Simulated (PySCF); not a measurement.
System: C₇H₁₃NSi.

```xyz
22

C     3.3646    1.8681    0.3749
C     2.5271    0.7326    0.0227
C     1.8322   -0.2192   -0.2757
C     0.9914   -1.3262   -0.6314
C    -0.0283   -1.1589   -1.8126
Si   -0.8140   -1.5122   -0.1746
N    -1.6470   -0.3678    0.8032
C    -1.0394    0.8202    1.3509
C    -3.0872   -0.3884    0.8634
H     3.7313    2.3937   -0.5215
H     4.2456    1.5453    0.9526
H     2.8171    2.6008    0.9898
H     1.5269   -2.2862   -0.6542
H    -0.0861   -0.1324   -2.1932
H     0.0418   -1.9006   -2.6166
H    -1.3254   -2.8883    0.0506
H    -1.3339    1.7360    0.8004
H    -1.3423    0.9584    2.4057
H     0.0564    0.7489    1.3161
H    -3.4400   -0.2594    1.9037
H    -3.5513    0.4126    0.2538
H    -3.4816   -1.3510    0.5007
```

Geometry: PBE0-D3(BJ)/def2-SVP.

Theory: PBE0/def2-SVPD, SCF density, gas phase (PySCF 2.14.0).

Predict the electron density and electron localisation function between the atoms.

Answer. C–C (1.22 Å): ρ at the midpoint is about 2.6 e/Å³; the ELF peaks at about 0.80 between the atoms (a short, multiple covalent bond).
C–N (1.44 Å): ρ at the midpoint is about 1.9 e/Å³; the ELF peaks at about 0.95 between the atoms: localised, covalent bonding.
Si–N (1.72 Å): the density is about 1.1 e/Å³ at the midpoint; the ELF peaks at about 0.90 between the atoms; a shared but strongly polarised pair.
C–Si (1.87 Å): ρ at the midpoint is about 0.86 e/Å³; the ELF peaks at about 0.85 between the atoms: localised, covalent bonding.

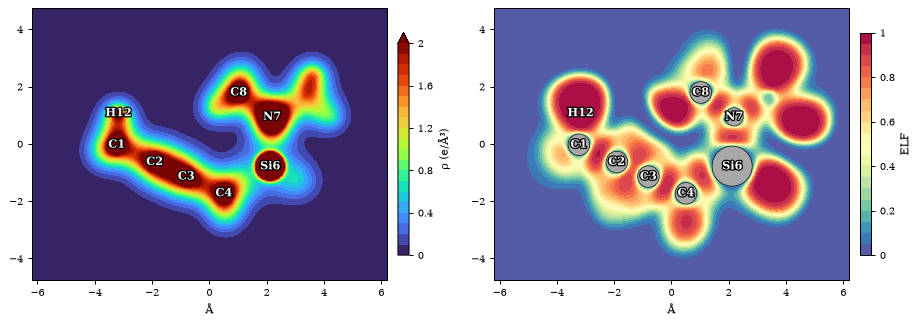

Computed electron density and electron localisation function on the plane of atoms C2, C1 and H12, in this order. Grey discs cover the atomic cores in the ELF map. 
